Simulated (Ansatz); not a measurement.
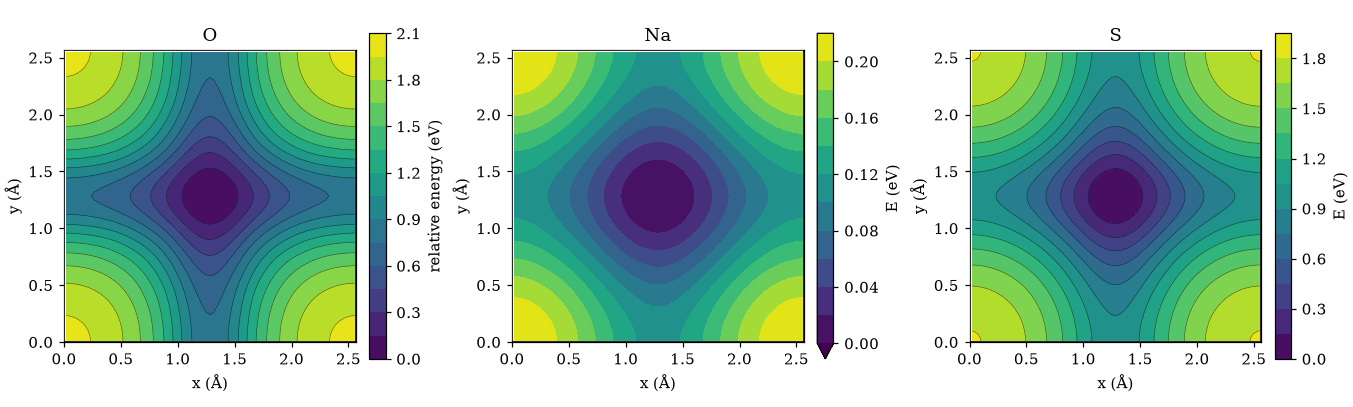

Three maps of one series, each from its own lowest grid point and on its own colour scale; the adsorbate changes from map to map. Adsorbates on a Cu(100) slab cut from the Fm-3m phase, its upper half relaxed before the scan (12 atoms of substrate and one adsorbate in a 2 × 2 cell). 
- The adsorbate is moved over the surface cell; relaxed at each place: the height of the adsorbate's atoms; substrate rigid; the origin of the map has the adsorbate above Cu9.
- Places are given modulo a cell vector. The map is drawn in real space over the plane of the surface.
- Grid: 6 × 6 points.
- Places are given in fractions of the 1 × 1 surface cell.
- All energies are given in eV relative to the lowest grid point.
- The runs have no spin polarisation; a magnetic state may lie lower.
- Theory: DFT PBE, scalar-relativistic, plane waves, PAW (Ansatz 0.2.0). Settings: cutoff 420 eV, k-mesh 5×5×1, gaussian smearing 0.1 eV, no spin polarisation.

The picture shows filled contours, the outline of one cell of the plane. Between grid points the surface is interpolated.

The span runs from the lowest to the highest grid point.

| adsorbate | lowest grid point | span (eV) | height there (Å) |
| --- | --- | --- | --- |
| O | a fourfold hollow over a second-layer Cu atom | 1.98 | 0.84 |
| Na | a fourfold hollow over a second-layer Cu atom | 0.22 | 2.28 |
| S | a fourfold hollow over a second-layer Cu atom | 1.81 | 1.37 |

One more map of the series was computed, for the adsorbate Cl. What do you expect for it?

The computed span is 0.42 eV, within the range of the others. The lowest grid point is a fourfold hollow over a second-layer Cu atom, as for O, Na and S. The height there is 1.72 Å.

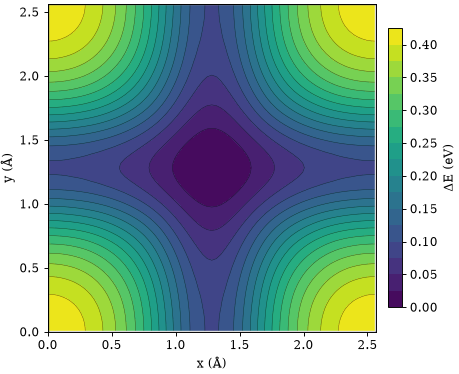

The map for Cl.

PAW datasets: the set soft_1.
